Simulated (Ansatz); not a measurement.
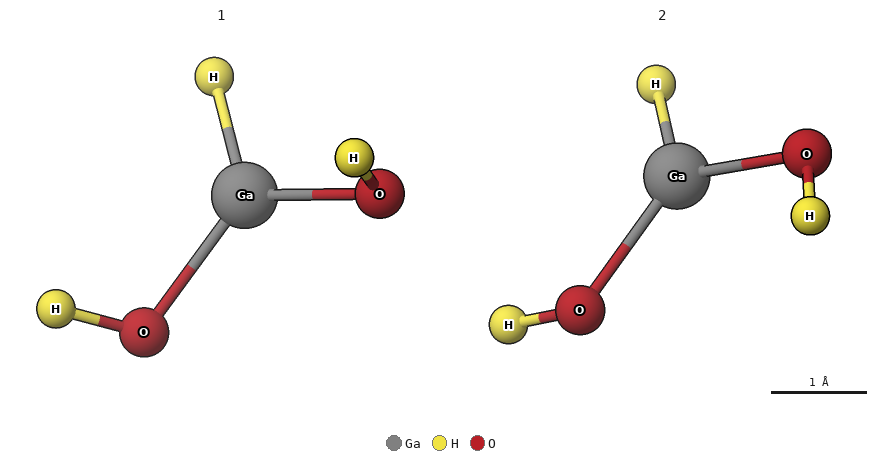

Two geometries of GaH$_{3}$O$_{2}$, drawn at one scale. One is the start of a relaxation, the other its converged end. A ball-and-stick model, seen from a free direction.

Method: RKS B3LYP-D4/def2-SVP (Ansatz 0.2.0). Set-up: no spin polarisation; force threshold 0.02 eV/Å; at most 40 steps.

**Which one is relaxed?**

Structure 2 is the relaxed one. The run prepares the start of a later molecular dynamics calculation, from a guessed geometry. Over 6 geometry steps the energy falls by 51.1 kJ/mol. The largest force component goes from 1.8 to 0.015 eV/Å. An H atom moves most after the best rigid fit: 0.64 Å. By element the largest moves are H 0.64 Å, O 0.60 Å, Ga 0.23 Å. Near-neighbour distances that change, for instance: H–O 1.010 → 0.967 Å, Ga–H 1.570 → 1.553 Å, Ga–O 1.790 → 1.783 Å. Among the angles between lasting bonds that change: O–Ga–O 120.0° → 112.9°, H–Ga–O 120.0° → 126.5°, Ga–O–H 109.5° → 115.0°. Groups turn about Ga–O by about 90°, Ga–O by about 60°.
